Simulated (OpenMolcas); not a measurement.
Single-point calculation of C$_{5}$H$_{12}$Si (part 1 of 2)

- system: C$_{5}$H$_{12}$Si, multiplicity 3
- method: PBE/6-31G*, UKS (OpenMolcas 26.06)

The geometry is that of the parent species in another charge or spin state. The geometry comes from this level: PBE0-D4/def2-TZVP.

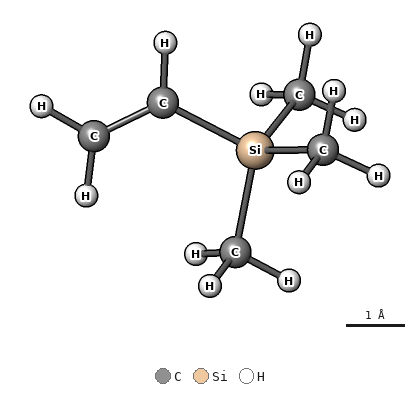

The structure as given in the input (ball-and-stick view, seen at a tilt). Bond lengths as drawn: C–C 1.33 Å, C–H 1.09 Å and C–Si 1.87 to 1.88 Å.

### Input
```
&GATEWAY
 BasLib
 $CurrDir
 Coord
 geom.xyz
 Basis
 6-31Gs
 Group
 NoSym

&SEWARD
 GridInput
 Grid=UltraFine
 End of Grid

&SCF
 UHF
 Spin
 3
 KSDFT
 PBE
 Thresholds
 1e-10 1e-07 1e-07 1e-05
 PrOrbitals
 1 1
```

### File geom.xyz
```
18

C     -2.463470    -0.560850     0.441110
C     -1.600000     0.041460    -0.372240
Si     0.250010     0.097990    -0.111240
C      0.693770    -0.817270     1.461280
C      0.791320     1.889350     0.012330
C      1.095130    -0.702450    -1.581740
H     -3.533840    -0.570330     0.252000
H     -2.138230    -1.076560     1.340760
H     -2.008990     0.536650    -1.254490
H      0.218540    -0.365270     2.335650
H      1.775050    -0.792910     1.621980
H      0.389440    -1.865980     1.413780
H      0.321910     2.383320     0.866720
H      1.875770     1.963820     0.132240
H      0.516990     2.446350    -0.887640
H      0.807560    -1.752570    -1.676110
H      0.825840    -0.197420    -2.513330
H      2.183160    -0.657310    -1.481070
```

Machine: 1 thread of Arm Neoverse V1, 24 GiB of memory available, shared host.

Launch command:
```bash
export MOLCAS_MEM=1860
pymolcas job.input > job.log
```

### What the program printed
```
--- Start Module: gateway ---

                                              &GATEWAY

                       available to each process: 1.9 GB of memory, 1 thread

 Basis Set     1 Label: C.6-31GS
 Basis set is read from library:.
 basistype.tbl is not found

 Basis Set     2 Label: SI.6-31GS
 Basis set is read from library:.
 basistype.tbl is not found

 Basis Set     3 Label: C.6-31GS
 Basis set is read from library:.
 basistype.tbl is not found

 Basis Set     4 Label: H.6-31GS
 Basis set is read from library:.
 basistype.tbl is not found

++    Symmetry information:
      ---------------------

                    Character Table for C1

                             E
                    a        1  x, y, xy, Rz, z, xz, Ry, yz, Rx, I
--

++    Basis set information:
      ----------------------

      Basis set label: C.6-31GS.........

      Electronic valence basis set:
      ------------------
      Associated Effective Charge   6.000000 au
      Associated Actual Charge      6.000000 au
      Nuclear Model: Point charge

      Shell  nPrim  nBasis  Cartesian Spherical Contaminant
         s      10       3        X
         p       4       2        X
         d       1       1                 X

      Basis set label: SI.6-31GS.........

      Electronic valence basis set:
      ------------------
      Associated Effective Charge  14.000000 au
      Associated Actual Charge     14.000000 au
      Nuclear Model: Point charge

      Shell  nPrim  nBasis  Cartesian Spherical Contaminant
         s      16       4        X
         p      10       3        X
         d       1       1                 X

      Basis set label: C.6-31GS.........

      Electronic valence basis set:
      ------------------
      Associated Effective Charge   6.000000 au
      Associated Actual Charge      6.000000 au
      Nuclear Model: Point charge

      Shell  nPrim  nBasis  Cartesian Spherical Contaminant
         s      10       3        X
         p       4       2        X
         d       1       1                 X

      Basis set label: H.6-31GS.........

      Electronic valence basis set:
      ------------------
      Associated Effective Charge   1.000000 au
      Associated Actual Charge      1.000000 au
      Nuclear Model: Point charge

      Shell  nPrim  nBasis  Cartesian Spherical Contaminant
         s       4       2        X
--

++    Molecular structure info:
      -------------------------

                    ************************************************
                    **** Cartesian Coordinates / bohr, angstrom ****
                    ************************************************

     Center  Label                x              y              z                     x              y              z
        1      C1              -4.655284      -1.059853       0.833577             -2.463470      -0.560850       0.441110
        2      C2              -3.023562       0.078348      -0.703432             -1.600000       0.041460      -0.372240
        3      SI3              0.472450       0.185174      -0.210213              0.250010       0.097990      -0.111240
        4      C4               1.311035      -1.544416       2.761419              0.693770      -0.817270       1.461280
        5      C5               1.495378       3.570354       0.023300              0.791320       1.889350       0.012330
        6      C6               2.069496      -1.327438      -2.989055              1.095130      -0.702450      -1.581740
        7      H7              -6.677990      -1.077768       0.476211             -3.533840      -0.570330       0.252000
        8      H8              -4.040669      -2.034404       2.533669             -2.138230      -1.076560       1.340760
        9      H9              -3.796441       1.014122      -2.370643             -2.008990       0.536650      -1.254490
       10      H10              0.412981      -0.690260       4.413739              0.218540      -0.365270       2.335650
       11      H11              3.354358      -1.498383       3.065098              1.775050      -0.792910       1.621980
       12      H12              0.735935      -3.526191       2.671657              0.389440      -1.865980       1.413780
       13      H13              0.608322       4.503822       1.637863              0.321910       2.383320       0.866720
       14      H14              3.544692       3.711082       0.249897              1.875770       1.963820       0.132240
       15      H15              0.976970       4.622932      -1.677396              0.516990       2.446350      -0.887640
       16      H16              1.526067      -3.311877      -3.167389              0.807560      -1.752570      -1.676110
       17      H17              1.560611      -0.373070      -4.749505              0.825840      -0.197420      -2.513330
       18      H18              4.125574      -1.242136      -2.798817              2.183160      -0.657310      -1.481070

                    *************************************************
                    **** InterNuclear Distances / bohr, angstrom ****
                    *************************************************

     Atom centers         bohr        angstrom
    8 H8        1 C1      2.053732        1.086788
    7 H7        1 C1      2.054111        1.086989
    9 H9        2 C2      2.062185        1.091261
   13 H13       5 C5      2.065199        1.092856
   16 H16       6 C6
   10 H10       4 C4      2.065485        1.093008
   12 H12       4 C4
   15 H15       5 C5      2.066148        1.093358
   17 H17       6 C6
   11 H11       4 C4      2.066279        1.093428
   14 H14       5 C5      2.066600        1.093598
   18 H18       6 C6
    2 C2        1 C1      2.514043        1.330374
   12 H12      11 H11     3.335108        1.764863
   11 H11      10 H10     3.335206        1.764915
   15 H15      14 H14     3.337533        1.766147
   18 H18      17 H17     3.337589        1.766176
   17 H17      16 H16     3.337795        1.766285
   15 H15      13 H13     3.337819        1.766298
   14 H14      13 H13     3.343219        1.769155
   18 H18      16 H16
   12 H12      10 H10     3.343898        1.769515
    8 H8        7 H7      3.479044        1.841031
    3 SI3       2 C2      3.532248        1.869185
    4 C4        3 SI3     3.539111        1.872817
    5 C5        3 SI3     3.544059        1.875435
    6 C6        3 SI3     3.544082        1.875447
    9 H9        1 C1      3.912289        2.070294
    8 H8        2 C2      3.997130        2.115190
    7 H7        2 C2      4.010362        2.122192
    9 H9        7 H7      4.558936        2.412485
   11 H11       3 SI3     4.676261        2.474571
   14 H14       3 SI3     4.699191        2.486705
   18 H18       3 SI3     4.699298        2.486761
   16 H16       3 SI3     4.699401        2.486816
   13 H13       3 SI3     4.699422        2.486827
   15 H15       3 SI3     4.701155        2.487744
   17 H17       3 SI3
   12 H12       3 SI3     4.706255        2.490443
   10 H10       3 SI3     4.706469        2.490556
    9 H9        3 SI3     4.855723        2.569538
   12 H12       8 H8      5.006038        2.649081
   10 H10       8 H8      5.017607        2.655203
    8 H8        4 C4      5.378912        2.846398
    3 SI3       1 C1      5.378963        2.846425
--

            Nuclear Potential Energy            299.87150559 au

--- Stop Module: gateway /rc=_RC_ALL_IS_WELL_ ---

--- Start Module: seward ---

                                              &SEWARD

                       available to each process: 1.9 GB of memory, 1 thread

               SEWARD will generate:
                  Multipole Moment integrals up to order  2
                  Kinetic Energy integrals
                  Nuclear Attraction integrals (point charge)
                  One-Electron Hamiltonian integrals
                  Velocity integrals
                  Orbital angular momentum around ( -0.1806   0.0188  -0.0648 )
                  Velocity quadrupole around ( -0.1806   0.0188  -0.0648 )
                  Two-Electron Repulsion integrals

                   Integrals are discarded if absolute value <: 1.00E-14
                   Integral cutoff threshold is set to       <: 1.00E-16

            Nuclear Potential Energy            299.87150559 au

      Basis set specifications :
      Symmetry species         a
      Basis functions          112

--- Stop Module: seward /rc=_RC_ALL_IS_WELL_ ---
--- Module seward spent 5 seconds ---

--- Start Module: scf ---

                                                &SCF

                       available to each process: 1.9 GB of memory, 1 thread

++    Input section:
      --------------

      Header of the integral files:

      Cartesian coordinates in angstrom:
      -----------------------------------------------------
      No.  Label        X            Y            Z
      -----------------------------------------------------
       1   C1        -2.46347000  -0.56085000   0.44111000
       2   C2        -1.60000000   0.04146000  -0.37224000
       3   SI3        0.25001000   0.09799000  -0.11124000
       4   C4         0.69377000  -0.81727000   1.46128000
       5   C5         0.79132000   1.88935000   0.01233000
       6   C6         1.09513000  -0.70245000  -1.58174000
       7   H7        -3.53384000  -0.57033000   0.25200000
       8   H8        -2.13823000  -1.07656000   1.34076000
       9   H9        -2.00899000   0.53665000  -1.25449000
      10   H10        0.21854000  -0.36527000   2.33565000
      11   H11        1.77505000  -0.79291000   1.62198000
      12   H12        0.38944000  -1.86598000   1.41378000
      13   H13        0.32191000   2.38332000   0.86672000
      14   H14        1.87577000   1.96382000   0.13224000
      15   H15        0.51699000   2.44635000  -0.88764000
      16   H16        0.80756000  -1.75257000  -1.67611000
      17   H17        0.82584000  -0.19742000  -2.51333000
      18   H18        2.18316000  -0.65731000  -1.48107000
      -----------------------------------------------------
      Nuclear repulsion energy =  299.87150559
--

++    Orbital specifications:
      -----------------------

      Symmetry species               1
                                     a
      Frozen orbitals                0
      Start temperature = 0.500
      End temperature   = 0.010
      Temperature Factor= 0.460
      Deleted orbitals               0
      Total number of orbitals     112
      Number of basis functions    112
--

      Molecular charge                           0.000

      Numerical integration parameters
      --------------------------------
      Radial quadrature type:                         MHL
      Size of radial grid:                            99
      Lebedev angular grid:                           41
      Angular grid pruned with the crowding factor:  1.00E+10
                                 and fading factor:  1.00E+01
      Screening threshold for integral computation:   1.00E-11
      Radial quadrature accuracy:                     1.00E-25
      Maximum batch size:                             128
      AO values are stored on disk
      The same grid will be used for all iterations.

      DFT functional specifications
      -----------------------------
      Using Libxc version: 6.2.2
      Please cite the following reference:
      S. Lehtola, C. Steigemann, M. J.T. Oliveira, and M. A.L. Marques.,  SoftwareX 7, 1–5 (2018) doi:10.1016/j.softx.2017.11.002

      * Perdew, Burke & Ernzerhof
        - J. P. Perdew, K. Burke, and M. Ernzerhof.,  Phys. Rev. Lett. 77, 3865 (1996) doi:10.1103/PhysRevLett.77.3865
        - J. P. Perdew, K. Burke, and M. Ernzerhof.,  Phys. Rev. Lett. 78, 1396 (1997) doi:10.1103/PhysRevLett.78.1396
      * Perdew, Burke & Ernzerhof
        - J. P. Perdew, K. Burke, and M. Ernzerhof.,  Phys. Rev. Lett. 77, 3865 (1996) doi:10.1103/PhysRevLett.77.3865
        - J. P. Perdew, K. Burke, and M. Ernzerhof.,  Phys. Rev. Lett. 78, 1396 (1997) doi:10.1103/PhysRevLett.78.1396

++    Optimization specifications:
      ----------------------------

      SCF Algorithm: Conventional USCF
      D(i)-D(i-1) density differences are used
      Number of density matrices in core                 5
      Maximum number of NDDO SCF iterations            400
      Maximum number of HF SCF iterations              400
      Threshold for SCF energy change             1.00E-10
      Threshold for density matrix                1.00E-07
      Threshold for Fock matrix                   1.00E-07
      Threshold for linear dependence             1.00E-09
      Threshold at which DIIS is turned on        1.50E-01
      Maximum depth in the DIIS procedure                5
      Maximum depth in the BFGS Hessian update          30
      Threshold at which QNR/C2DIIS is turned on  7.50E-02
      Threshold for Norm(delta) (QNR/C2DIIS)      1.00E-05
      All orbitals punched on: UHFORB
--

      Input vectors read from INPORB
      Orbital file label: *Guess orbitals

++ Convergence information
                               UHF PBE        iterations: Energy and convergence statistics

Iter     Tot. PBE        One-elec.       Two-elec.     Energy      Max Dij or  Max Fij      DNorm      TNorm      AccCon     Time
         Energy          Energy          Energy        Change      Delta Norm                                                in Sec.
   1  -478.200873812 -1300.669152875   522.596773474   0.00E+00    1.41E-01*   2.67E-01*    1.14E+01   2.02E+02   None         8.
   2  -480.860203890 -1301.671044129   520.939334651  -2.66E+00*   1.48E-01*   1.39E-01*    1.85E+01   2.01E+02   EDIIS        5.
   3  -483.863918896 -1308.678697076   524.943272591  -3.00E+00*   2.84E-01*   5.00E-01*    1.55E+01   2.02E+02   EDIIS        5.
   4  -465.526035811 -1321.576929278   556.179387878   1.83E+01*   3.05E-01*   2.00E-01*    1.78E+01   2.06E+02   EDIIS        5.
   5  -485.263337293 -1314.453035646   529.318192764  -1.97E+01*   2.77E-01*   1.64E-01*    7.32E+00   2.03E+02   EDIIS        5.
   6  -485.865971622 -1311.823349240   526.085872030  -6.03E-01*   1.83E-01*   1.42E-01*    5.27E+00   2.03E+02   EDIIS        5.
   7  -486.524364859 -1314.009704208   527.613833760  -6.58E-01*   7.64E-01*   9.12E-02*    2.62E+00   2.03E+02   EDIIS        5.
   8  -486.383421996 -1312.366013808   526.111086223   1.41E-01*   1.73E-01*   3.62E-02*    2.00E+00   2.03E+02   EDIIS        5.
   9  -486.617386898 -1313.580306299   527.091413813  -2.34E-01*   5.63E-02*   3.30E-02*    8.63E-01   2.03E+02   EDIIS        5.
  10  -486.612608025 -1313.696799609   527.212685995   4.78E-03*   2.65E-02*   1.58E-02*    5.20E-01   2.03E+02   EDIIS        5.

       Fermi aufbau procedure completed!
      nOcc(alpha)=   29
      nOcc(beta) =   27

  11  -486.625214013 -1313.553414485   527.056694884  -1.26E-02*   8.91E-03*   2.35E-03*    1.28E-01   2.03E+02   c2DIIS       5.
  12  -486.625141465 -1313.659447802   527.162800749   7.25E-05*   7.39E-02*   3.19E-03*    6.27E-02   2.03E+02   QNRc2DIIS    5.
  13  -486.624686580 -1313.510988072   527.014795904   4.55E-04*   4.92E-02*   5.59E-03*    1.03E-01   2.03E+02   QNRc2DIIS    5.
  14  -486.625390392 -1313.582677247   527.085781267  -7.04E-04*   5.90E-03*   4.49E-04*    6.76E-02   2.03E+02   QNRc2DIIS    5.
  15  -486.625396304 -1313.594057200   527.097155307  -5.91E-06*   9.64E-04*   8.59E-05*    8.06E-03   2.03E+02   QNRc2DIIS    5.
  16  -486.625396430 -1313.595922318   527.099020299  -1.26E-07*   2.91E-04*   3.43E-05*    1.38E-03   2.03E+02   QNRc2DIIS    5.
  17  -486.625396457 -1313.595426911   527.098524866  -2.67E-08*   7.84E-05*   3.90E-06*    5.15E-04   2.03E+02   QNRc2DIIS    5.
  18  -486.625396458 -1313.595351386   527.098449340  -6.72E-10*   3.08E-05*   1.86E-06*    1.64E-04   2.03E+02   QNRc2DIIS    5.
  19  -486.625396458 -1313.595375501   527.098473454  -1.69E-10*   1.27E-05*   6.66E-07*    4.85E-05   2.03E+02   QNRc2DIIS    5.
  20  -486.625396458 -1313.595404658   527.098502612  -1.55E-11    5.12E-06    3.76E-07*    2.06E-05   2.03E+02   QNRc2DIIS    5.
  21  -486.625396458 -1313.595379391   527.098477344  -7.96E-12    1.43E-06    1.12E-07*    7.99E-06   2.03E+02   QNRc2DIIS    5.
  22  -486.625396458 -1313.595389924   527.098487878   7.96E-13*   4.98E-07    2.24E-08     2.51E-06   2.03E+02   QNRc2DIIS    5.
  23  -486.625396458 -1313.595389102   527.098487056   0.00E+00    2.32E-07    1.50E-08     7.42E-07   2.03E+02   QNRc2DIIS    5.

       Convergence after  23 Iterations
--
```
